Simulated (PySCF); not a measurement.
C₇H₇, charge +1, SMILES `[CH2+]c1ccccc1`.

Computed with PySCF, B3LYP/def2-SVP, geometry: GFN2-xTB. No frequency check shows the geometry to be a minimum.

Input

```python
import numpy as np
from pyscf import gto, scf, dft
from pyscf.scf import atom_ks, atom_hf
from scipy.linalg import block_diag

def solve(mol, dm0=None, hcore=None):
    mf = (dft.UKS if mol.spin else dft.RKS)(mol, xc='b3lyp')
    mf.grids.level = 3
    mf = mf.density_fit(auxbasis='def2-universal-jkfit')
    mf.conv_tol, mf.max_cycle = 1e-8, 80
    if hcore is not None:
        mf.get_hcore = lambda *args: hcore
    mf.kernel(dm0)
    if not mf.converged:
        mf = mf.newton().run(mf.mo_coeff, mf.mo_occ, max_cycle=30)
    assert mf.converged, 'SCF not converged'
    return mf

mol = gto.M(atom='''
C     -2.35176     0.00006     0.00000
C     -0.98811    -0.00004     0.00000
C     -0.25093     1.23586     0.00000
C      1.11817     1.22158     0.00000
C      1.80482     0.00002     0.00000
C      1.11810    -1.22165     0.00000
C     -0.25100    -1.23585     0.00000
H     -2.91763    -0.92079     0.00000
H     -2.91758     0.92096     0.00000
H     -0.79865     2.16686     0.00000
H      1.67536     2.14641     0.00000
H      2.88621    -0.00002     0.00000
H      1.67524    -2.14650     0.00000
H     -0.79877    -2.16682     0.00000
''', basis='def2-svp', charge=1, spin=0, verbose=4)
mf = solve(mol)
mf.analyze()
# spherically averaged free atoms, for the promolecule
atm = atom_ks.get_atm_nrks(mol, xc='b3lyp')
pro = block_diag(*[(atm[a[0]][2] * atm[a[0]][3]) @ atm[a[0]][2].T for a in mol._atom])
np.savez('result.npz', e=mf.e_tot, c=mf.mo_coeff, occ=mf.mo_occ, eps=mf.mo_energy, pro=pro, dip=mf.dip_moment(verbose=0), s2=mf.spin_square()[0])
```

Launched as:

```sh
OMP_NUM_THREADS=1 python input.py
```

The run took 13 s on 1 thread of AMD EPYC 7R43 64-Core Processor (Zen 3) (shared host), peak memory 0.54 GiB.

Partitions, critical points and surface values were worked out afterwards from this run's density.

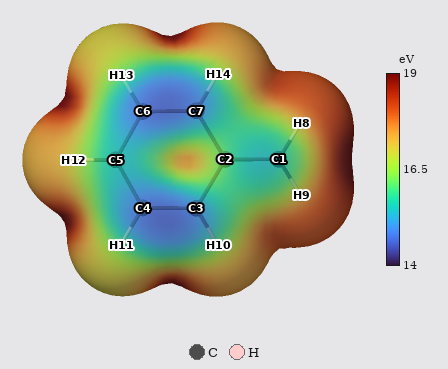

Average local ionisation energy on the surface of electron density 0.001 a.u.

Q: Locate the minima of the map.

A: The lowest value is 14.6 eV, off the molecular plane, over C4 (2.0 Å), and at like points elsewhere. Further minima include 15.4 eV, off the C1–C2 bond (2.1 Å from its atoms), and at like points elsewhere. For comparison, the highest occupied orbital lies at −12.7 eV.
